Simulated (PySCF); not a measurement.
## Electronic structure of C4H13BO3Si2 in real space

```yaml
atoms:
  - { symbol: O, position_ang: [-2.0135, -1.8630, 0.2120] }
  - { symbol: B, position_ang: [-0.7278, -1.5527, -0.0955] }
  - { symbol: O, position_ang: [0.2163, -2.4896, -0.3342] }
  - { symbol: C, position_ang: [-0.4297, 0.0170, -0.2293] }
  - { symbol: O, position_ang: [0.9285, 0.3977, -0.4002] }
  - { symbol: C, position_ang: [1.8042, 0.0182, 0.6414] }
  - { symbol: Si, position_ang: [3.4550, 0.8334, 0.1778] }
  - { symbol: C, position_ang: [-1.2485, 0.5487, -1.4364] }
  - { symbol: Si, position_ang: [-2.6161, 1.1457, -0.2554] }
  - { symbol: C, position_ang: [-1.1484, 0.8114, 0.9029] }
  - { symbol: H, position_ang: [-2.2524, -2.7911, 0.2476] }
  - { symbol: H, position_ang: [-0.0566, -3.4091, -0.3020] }
  - { symbol: H, position_ang: [1.8743, -1.0741, 0.7051] }
  - { symbol: H, position_ang: [1.4267, 0.3711, 1.6108] }
  - { symbol: H, position_ang: [3.2680, 2.2832, 0.1085] }
  - { symbol: H, position_ang: [3.9082, 0.3222, -1.1136] }
  - { symbol: H, position_ang: [4.4445, 0.5212, 1.2180] }
  - { symbol: H, position_ang: [-0.6888, 1.3563, -1.9045] }
  - { symbol: H, position_ang: [-1.4615, -0.1973, -2.1974] }
  - { symbol: H, position_ang: [-3.0309, 2.5444, -0.4032] }
  - { symbol: H, position_ang: [-3.7775, 0.2738, -0.1015] }
  - { symbol: H, position_ang: [-1.3007, 0.2502, 1.8209] }
  - { symbol: H, position_ang: [-0.5781, 1.7095, 1.1385] }
```

Geometry: GFN2-xTB.

Method: PySCF 2.14.0, PBE0/pcSseg-1, SCF density, gas phase, non-relativistic.

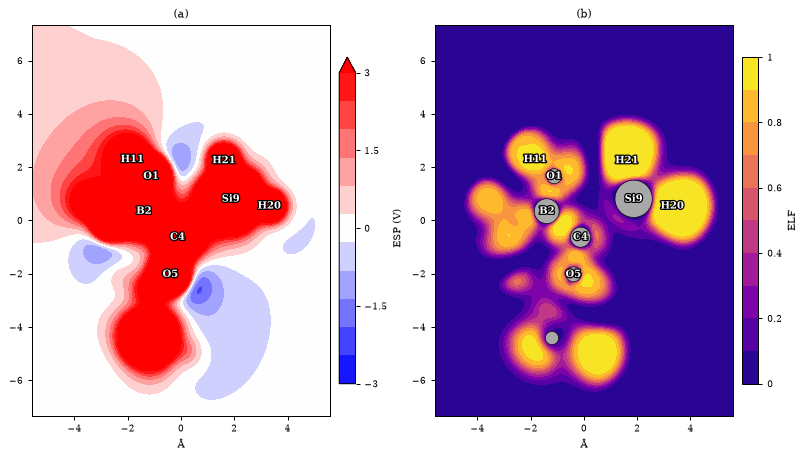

Figure 1. (a) electrostatic potential; (b) ELF on the plane of atoms H20, Si9 and H21. Grey discs cover the atomic cores in the ELF map.

**What does the map show?**

Atoms in the plane: O, B, C, Si and H.
B–O (1.36 Å): the ELF peaks at about 0.90 between the atoms (a short, strongly polar bond).
C–O (1.42 Å): the ELF peaks at about 0.90 between the atoms: a polar covalent bond.
C–B (1.60 Å): the ELF peaks at about 1 between the atoms; a shared electron pair.
O–H (0.96 Å): the ELF climbs to about 1 towards the hydrogen, as it does in any bond to H (an ordinary covalent bond to hydrogen).
The ELF also peaks beside O5, O3 and O1, away from the bonds: lone-pair regions.
Outside the dense part of the molecule the potential is most negative (−2.0 V) near O5.

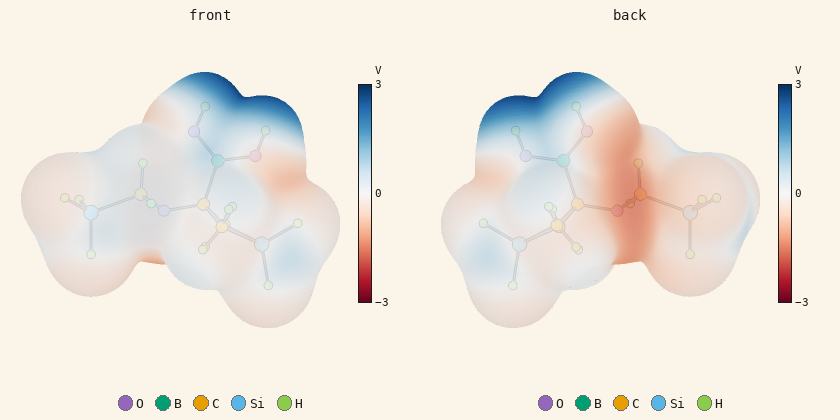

Figure 2. The molecular electrostatic potential painted on the density surface at 0.001 e/bohr³, seen from the front and from behind; red is negative and blue positive.

**Which sites attract a positive test charge, and which a negative one?**

A positive charge is drawn to the negative regions and a negative charge to the positive ones. The most negative region (about −1.5 V) lies over O5, the most positive (about +2.7 V) over H11 and H12. O5 is the likeliest acceptor of a hydrogen bond.
